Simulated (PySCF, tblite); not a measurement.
# C4H10AlB: geometry, infrared bands and NMR shifts

Wanted: the infrared bands and NMR shifts of C4H10AlB (`B[C@@H]1[C@H](C)[C@H]1[AlH2]`), by calculation.

Programs: tblite 0.8.0 and PySCF 2.14.0, with density-fitted response routines of our own. Each step states its level of theory. These are calculated values for one molecule in the gas phase, unless marked as measured. Atoms are numbered from 0 throughout.

## (1) Starting geometry

16 atoms, charge 0, multiplicity 1; geometry from: force field or distance geometry start.

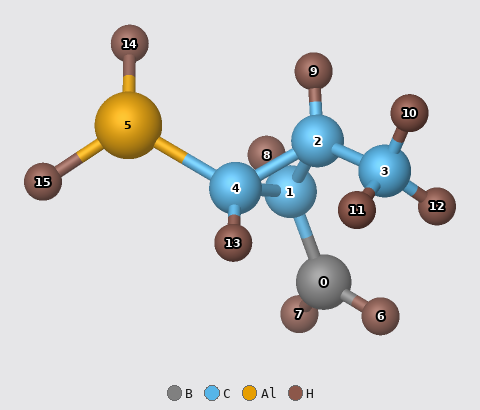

As it starts; boron grey, carbon blue, aluminium amber, hydrogen brown, atoms numbered; sticks join atoms by distance.

## (2) Relaxing the molecule with GFN2-xTB

What the job is given:

```
{"job": {"kind": "relax", "xc": "GFN2-xTB", "basis": "xTB"}, "charge": 0, "multiplicity": 1}
B     -0.595600     1.965800     0.176700
C      0.109000     0.759100    -0.507500
C     -0.430500    -0.629300    -0.497100
C     -1.763200    -0.963200     0.101500
C      0.634500    -0.271700     0.499200
Al     2.509100    -0.809700     0.124400
H     -1.685400     1.977900     0.616800
H     -0.081500     3.038200     0.039400
H      0.789300     0.987600    -1.336400
H     -0.115700    -1.241600    -1.372300
H     -2.085600    -1.938500    -0.359900
H     -1.673500    -1.208800     1.201900
H     -2.547800    -0.207900    -0.025000
H      0.334200    -0.209700     1.549700
H      2.974300    -0.953300    -1.400500
H      3.620700    -0.285900     1.177600
```

On the command line:

```
$ OMP_NUM_THREADS=1 python probes_run.py task.json out
```

The driver reads the jobs from task.json and runs them one after another.

What it wrote:

```text
step      E/eV     max force
  0    -432.59167    1.953
  1    -432.75260    1.383
  2    -432.87291    1.021
  3    -432.94083    0.689
  4    -432.98577    0.417
  5    -433.00051    0.321
  6    -433.01360    0.275
  7    -433.02186    0.232
  8    -433.02786    0.171
  9    -433.03176    0.144
 10    -433.03521    0.157
 11    -433.03909    0.160
 12    -433.04399    0.229
 13    -433.05036    0.256
 14    -433.05797    0.258
 15    -433.06495    0.210
 16    -433.07009    0.170
 17    -433.07398    0.155
 18    -433.07769    0.191
 19    -433.08151    0.199
 20    -433.08490    0.126
 21    -433.08805    0.177
 22    -433.09160    0.183
 23    -433.09603    0.213
 24    -433.10075    0.184
 25    -433.10452    0.149
 26    -433.10711    0.117
 27    -433.10920    0.130
 28    -433.11112    0.124
 29    -433.11272    0.110
 30    -433.11388    0.089
 31    -433.11480    0.073
 32    -433.11579    0.080
 33    -433.11709    0.105
 34    -433.11874    0.147
 35    -433.12049    0.120
 36    -433.12205    0.117
 37    -433.12360    0.110
 38    -433.12552    0.130
 39    -433.12764    0.137
 40    -433.13006    0.137
 41    -433.13229    0.109
 42    -433.13453    0.153
 43    -433.13731    0.218
 44    -433.14104    0.215
 45    -433.14496    0.181
 46    -433.14783    0.139
 47    -433.14946    0.119
 48    -433.15029    0.137
 49    -433.15186    0.113
 50    -433.15381    0.094
 51    -433.15572    0.116
 52    -433.15746    0.121
 53    -433.15881    0.096
 54    -433.16037    0.085
 55    -433.16171    0.074
 56    -433.16281    0.102
 57    -433.16433    0.107
 58    -433.16608    0.139
 59    -433.16849    0.156
 60    -433.17165    0.187
 61    -433.17505    0.200
 62    -433.17720    0.253
 63    -433.18065    0.092
 64    -433.18201    0.067
 65    -433.18311    0.062
 66    -433.18418    0.071
 67    -433.18526    0.087
 68    -433.18644    0.085
 69    -433.18753    0.065
 70    -433.18856    0.063
 71    -433.18948    0.062
 72    -433.19027    0.051
 73    -433.19095    0.066
 74    -433.19159    0.058
 75    -433.19216    0.049
 76    -433.19263    0.044
 77    -433.19294    0.041
 78    -433.19326    0.043
 79    -433.19350    0.043
 80    -433.19367    0.039
 81    -433.19385    0.036
 82    -433.19410    0.051
 83    -433.19447    0.054
 84    -433.19491    0.047
 85    -433.19525    0.036
 86    -433.19547    0.037
 87    -433.19565    0.037
 88    -433.19582    0.027
 89    -433.19596    0.027
 90    -433.19605    0.025
 91    -433.19610    0.021
 92    -433.19615    0.020
 93    -433.19620    0.016
 94    -433.19625    0.015
 95    -433.19630    0.013
 96    -433.19635    0.013
 97    -433.19638    0.011
 98    -433.19641    0.010
 99    -433.19644    0.013
100    -433.19648    0.013
101    -433.19650    0.010
102    -433.19652    0.010
```

It took 0.61 s on 1 thread of Arm Neoverse V1, shared host.

Along the way: (not every step is listed)

```
step  energy from step 0 (eV)  largest force (eV/Å)
   0                   0.0000                1.9533
   1                  -0.1609                1.3835
   2                  -0.2812                1.0206
   3                  -0.3492                0.6887
   4                  -0.3941                0.4168
   5                  -0.4088                0.3209
   6                  -0.4219                0.2747
   7                  -0.4302                0.2319
   8                  -0.4362                0.1713
  16                  -0.4784                0.1699
  24                  -0.5091                0.1840
  32                  -0.5241                0.0798
  40                  -0.5384                0.1370
  48                  -0.5586                0.1367
  56                  -0.5711                0.1024
  64                  -0.5903                0.0674
  72                  -0.5986                0.0510
  80                  -0.6020                0.0392
  88                  -0.6042                0.0273
  96                  -0.6047                0.0132
  97                  -0.6047                0.0114
  98                  -0.6047                0.0101
  99                  -0.6048                0.0127
 100                  -0.6048                0.0127
 101                  -0.6048                0.0104
 102                  -0.6048                0.0098
```

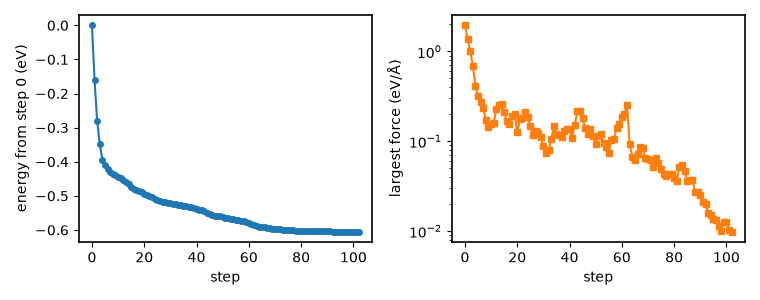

Energy and largest force along the relaxation.

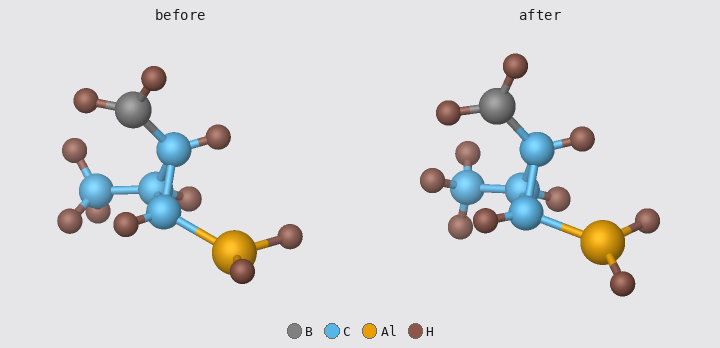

Before and after, at one scale.

Distances of close pairs at the start and the end, largest changes first:

| bond | before (Å) | after (Å) | change (Å) |
| --- | --- | --- | --- |
| Al5–H15 | 1.618 | 1.546 | -0.073 |
| Al5–H14 | 1.601 | 1.553 | -0.048 |
| C3–H11 | 1.131 | 1.086 | -0.045 |
| C3–H10 | 1.126 | 1.090 | -0.036 |
| C1–C4 | 1.534 | 1.563 | +0.030 |
| B0–C1 | 1.556 | 1.528 | -0.028 |
| B0–H7 | 1.197 | 1.171 | -0.026 |
| C1–C2 | 1.490 | 1.509 | +0.020 |

The final coordinates are the input of the step that follows.

## (3) Infrared spectrum with GFN2-xTB

What the job is given:

```
{"job": {"kind": "ir", "xc": "GFN2-xTB", "basis": "xTB"}, "charge": 0, "multiplicity": 1}
B     -0.635691     2.005065     0.229429
C      0.160696     0.819358    -0.313231
C     -0.325100    -0.608548    -0.362775
C     -1.741280    -0.997819    -0.029350
C      0.665360    -0.257117     0.701950
Al     2.475507    -0.661023     0.023712
H     -1.480582     1.856206     1.025263
H     -0.386002     3.088918    -0.137932
H      0.892982     1.024258    -1.107417
H      0.073285    -1.159306    -1.220804
H     -1.795257    -2.070473     0.154232
H     -2.091091    -0.478391     0.858049
H     -2.409833    -0.759573    -0.855728
H      0.230256    -0.146547     1.692739
H      2.588013    -0.811946    -1.517862
H      3.771137    -0.834119     0.848316
```

What it wrote:

```text
mode    cm-1     km/mol
  1      76.3      0.83
  2     118.0      0.34
  3     148.5      0.09
  4     152.4      1.44
  5     197.5      0.07
  6     262.3      1.29
  7     267.0      0.31
  8     336.8      3.16
  9     447.9     56.61
 10     457.9     20.44
 11     609.6    169.31
 12     664.6      8.75
 13     768.7     13.11
 14     789.1    377.36
 15     791.9     43.49
 16     828.4    170.19
 17     888.2      0.54
 18     944.1     39.01
 19     970.8     10.26
 20    1014.8      3.58
 21    1032.1     37.97
 22    1092.2     30.04
 23    1100.5      5.97
 24    1122.4      6.03
 25    1189.9      1.87
 26    1213.8     72.48
 27    1233.2      5.21
 28    1323.3     41.85
 29    1405.8     13.47
 30    1416.2     28.07
 31    1487.7      3.19
 32    1494.1      1.66
 33    1739.0    238.90
 34    1798.4    445.56
 35    2629.6    148.85
 36    2654.8    140.35
 37    2840.2     49.53
 38    2895.2     44.66
 39    2984.8     28.57
 40    3009.8     33.85
 41    3018.5     36.28
 42    3056.2     21.54
```

It took 0.46 s on 1 thread of Arm Neoverse V1, shared host.

The strongest bands and the atoms that carry them (share of the mass-weighted mode):

```
cm⁻¹  km/mol                         atoms
 610   169.3  H14 44 %, H15 40 %, Al5 13 %
 789   377.4            H14 42 %, H15 28 %
 828   170.2     H6 33 %, H7 32 %, B0 26 %
1214    72.5     H7 36 %, H6 28 %, B0 17 %
1739   238.9                      H14 96 %
1798   445.6                      H15 96 %
2630   148.8              H7 56 %, H6 40 %
2655   140.3     H6 52 %, H7 37 %, B0 11 %
```

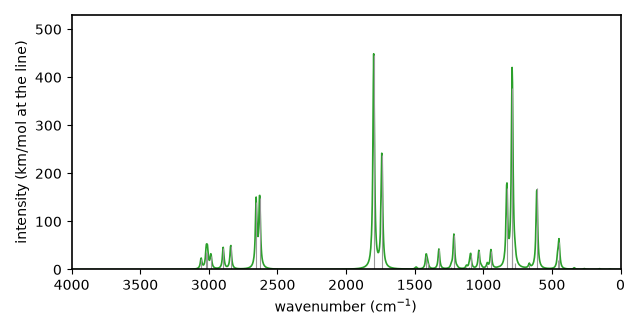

The infrared spectrum from these modes, unscaled. Lines are broadened to a width of 14 cm⁻¹ (Lorentzian).

## (4) Shielding tensors: PBE0/pcSseg-1

The job, as its differences from that of step 3:

```diff
@@ -1,2 +1,2 @@
-{"job": {"kind": "ir", "xc": "GFN2-xTB", "basis": "xTB"}, "charge": 0, "multiplicity": 1}
+{"job": {"kind": "nmr", "xc": "PBE0", "basis": "pcSseg-1"}, "charge": 0, "multiplicity": 1}
 B     -0.635691     2.005065     0.229429
```

With the program's defaults for keys left out, this is: GIAO PBE0/pcSseg-1 NMR shielding, non-relativistic, gas phase.

What it wrote:

```text
coarse grid: 13256 points
cycle   1  E = -425.1925695625  dE =  4.621e-01  |g| = 3.745e-01  |ddm| = 3.446e+00
cycle   2  E = -425.1841915816  dE =  8.378e-03  |g| = 4.303e-01  |ddm| = 7.857e-01
cycle   3  E = -425.2336436875  dE = -4.945e-02  |g| = 6.203e-02  |ddm| = 4.699e-01
cycle   4  E = -425.2345004163  dE = -8.567e-04  |g| = 2.501e-02  |ddm| = 8.722e-02
cycle   5  E = -425.2346565246  dE = -1.561e-04  |g| = 5.860e-03  |ddm| = 2.747e-02
cycle   6  E = -425.2346641491  dE = -7.624e-06  |g| = 1.731e-03  |ddm| = 6.330e-03
final grid: 121656 points
cycle   7  E = -425.2688854260  dE = -4.347e-05  |g| = 8.165e-03  |ddm| = 3.884e-02
cycle   8  E = -425.2688738124  dE =  1.161e-05  |g| = 1.060e-02  |ddm| = 1.786e-02
cycle   9  E = -425.2689034619  dE = -2.965e-05  |g| = 8.155e-04  |ddm| = 1.052e-02
cycle  10  E = -425.2689036218  dE = -1.599e-07  |g| = 2.325e-04  |ddm| = 9.379e-04
cycle  11  E = -425.2689036342  dE = -1.237e-08  |g| = 6.966e-05  |ddm| = 2.624e-04
cycle  12  E = -425.2689036352  dE = -1.074e-09  |g| = 2.377e-05  |ddm| = 8.877e-05
cycle  13  E = -425.2689036354  dE = -1.370e-10  |g| = 4.702e-06  |ddm| = 2.427e-05
converged SCF energy = -425.2689036354

GIAO shielding tensors (ppm)
atom      isotropic    diamagn.    paramagn.     s11        s22        s33       span
  0 B       18.653     192.514    -173.861    -61.585    -13.670    131.213    192.798
  1 C      163.244     255.926     -92.682    103.093    189.961    196.678     93.585
  2 C      158.465     252.066     -93.601    135.999    156.349    183.046     47.047
  3 C      167.595     244.218     -76.623    152.269    162.126    188.390     36.121
  4 C      162.785     251.790     -89.005    117.942    180.090    190.322     72.380
  5 Al     300.780     795.226    -494.447    239.538    312.922    349.879    110.341
  6 H       24.604      30.749      -6.146     16.278     27.405     30.129     13.851
  7 H       23.960      29.873      -5.912     17.559     27.000     27.322      9.764
  8 H       30.031      33.718      -3.687     23.552     27.954     38.587     15.034
  9 H       29.768      32.809      -3.041     22.347     28.900     38.057     15.710
 10 H       30.006      28.509       1.496     25.388     27.565     37.064     11.676
 11 H       30.511      30.087       0.425     25.233     29.114     37.187     11.953
 12 H       29.946      28.726       1.220     24.929     27.310     37.599     12.670
 13 H       30.744      32.547      -1.803     25.377     28.244     38.610     13.233
 14 H       27.277      29.897      -2.620     24.374     26.200     31.256      6.883
 15 H       26.378      28.737      -2.358     23.583     23.640     31.912      8.330
```

It took 27 s on 1 thread of Arm Neoverse V1, shared host; peak memory 0.9 GiB.

The references, computed at this level on geometries of the same kind, shield at (ppm): 1H TMS 31.72, 13C TMS 186.9, 11B BF3·OEt2 100.1, 27Al AlH4- 490.0. Their shielding less the atom's gives the shift. The references are single molecules in the gas phase. Shifts against hydride references such as AlH4− lie on their own scale. Atoms listed in one row are averaged.

```
        atoms                               environment  σ (ppm)  δ (ppm)
           C2                three-membered-ring carbon    158.5     28.5
           C4                three-membered-ring carbon    162.8     24.1
           C1                three-membered-ring carbon    163.2     23.7
           C3                             methyl carbon    167.6     19.3
       H6, H7           hydrogen on a boron bonded to C    24.28     7.43
     H14, H15      hydrogen on an aluminium bonded to C    26.83     4.89
           H9  hydrogen on a three-membered-ring carbon    29.77     1.95
           H8  hydrogen on a three-membered-ring carbon    30.03     1.69
H10, H11, H12               hydrogen on a methyl carbon    30.15     1.56
          H13  hydrogen on a three-membered-ring carbon    30.74     0.97
           B0                    boron bonded to C, 2 H     18.7     81.4
          Al5                aluminium bonded to C, 2 H    300.8    189.2
```

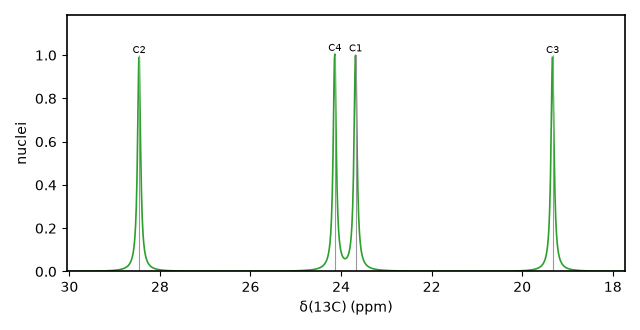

13C lines at the computed shifts, without couplings. Lines are broadened to a width of 0.08 ppm (Lorentzian).

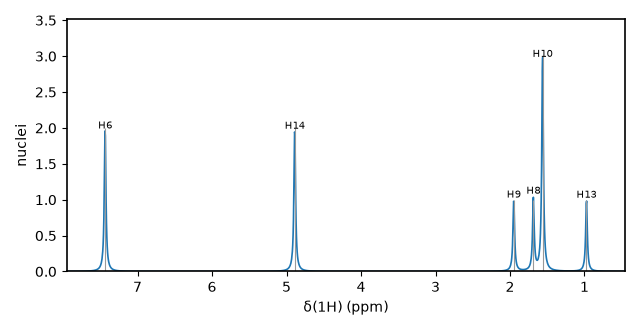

1H lines at the computed shifts, without couplings. Lines are broadened to a width of 0.03 ppm (Lorentzian).

The run also stored atomic charges by several schemes (e):

```
atoms  Mulliken    IAO  Hirshfeld  ESP fit
   B0      0.21   0.01       0.13     0.32
   C1     -0.43  -0.26      -0.12    -0.13
   C2     -0.24  -0.08      -0.03     0.14
   C3     -0.17  -0.42      -0.11    -0.45
   C4     -0.48  -0.45      -0.18    -0.63
  Al5      0.83   0.76       0.52     0.98
```

ESP fit charges:

B0 0.32; C1 -0.13; C2 0.14; C3 -0.45; C4 -0.63; Al5 0.98; H6 -0.12; H7 -0.14; H8 0.05; H9 0.06; H10 0.13; H11 0.15; H12 0.11; H13 0.19; H14 -0.32; H15 -0.34

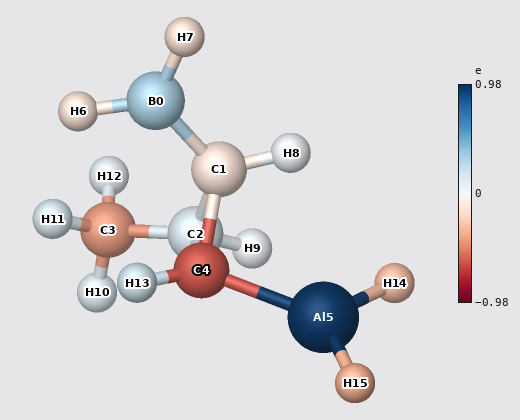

ESP fit charges, as colours on the atoms.

Mayer bond orders: B0–C1 1.06, C1–C2 0.86, C2–C3 1.07, C2–C4 0.90, C4–Al5 0.80, C4–C1 0.82.

Ring of atoms C1, C2, C4: NICS(0) -44.2, NICS(1) -7.8, NICS(1)zz -24.1 ppm (means of both faces).

In rings of three or four atoms NICS is ruled by the nearby σ bonds, so it says little on aromaticity.

Orbitals, density, ELF and potential are computed afterwards from the orbital file.

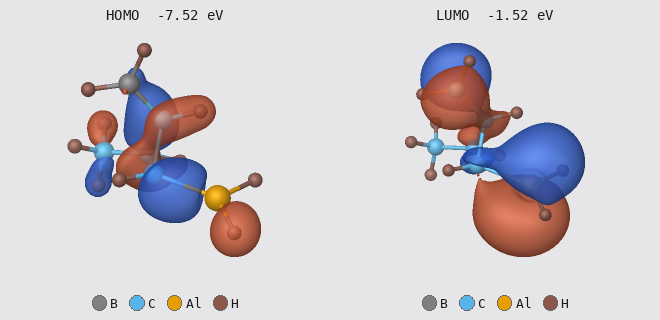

Frontier orbitals at PBE0/pcSseg-1; each surface holds 70 % of the orbital's density, blue and red mark the sign.

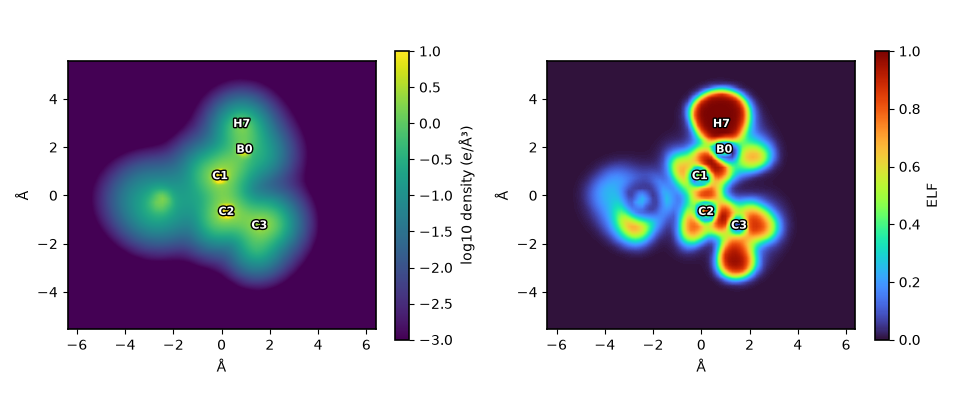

Density (left) and ELF (right) in a plane through or near 5 of the atoms.

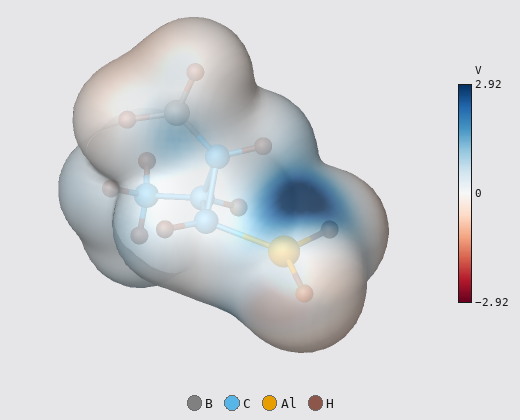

The potential that a unit positive charge feels on the 0.002 e/bohr³ surface, from -0.49 to 2.92 V.

## (5) Summary of results

```
                                                              quantity                                   value
                             strongest single infrared mode (GFN2-xTB)                   1798 cm⁻¹, 446 km/mol
                                          zero-point energy (GFN2-xTB)                           75.0 kcal/mol
                                13C shifts against TMS (PBE0/pcSseg-1)              28.5, 24.1, 23.7, 19.3 ppm
1H shifts against TMS (PBE0/pcSseg-1, means over atoms taken as alike)  7.43, 4.89, 1.95, 1.69, 1.56, 0.97 ppm
                           11B shifts against BF3·OEt2 (PBE0/pcSseg-1)                                81.4 ppm
                             27Al shifts against AlH4- (PBE0/pcSseg-1)                               189.2 ppm
                                 surface potential, least and greatest                      -0.49 V and 2.92 V
```

**Reading.** Over 102 steps the energy fell by 0.605 eV; of the close pairs, Al5–H15 changed most, 1.618 to 1.546 Å. No mode is imaginary among the 42: a minimum at this level. The strongest single mode, at 1798 cm⁻¹, moves mainly H15. Unscaled tight-binding wavenumbers are off by several per cent, some by more. Its intensities can rank the bands wrongly. At PBE0/pcSseg-1: The widest tensor belongs to B0: span 193 ppm, with a paramagnetic part of -174 ppm. By nearest atom (PBE0/pcSseg-1), the HOMO sits on C4 26 %; C1, C2 about 15 % each and the LUMO on Al5 32 %; B0 19 %.
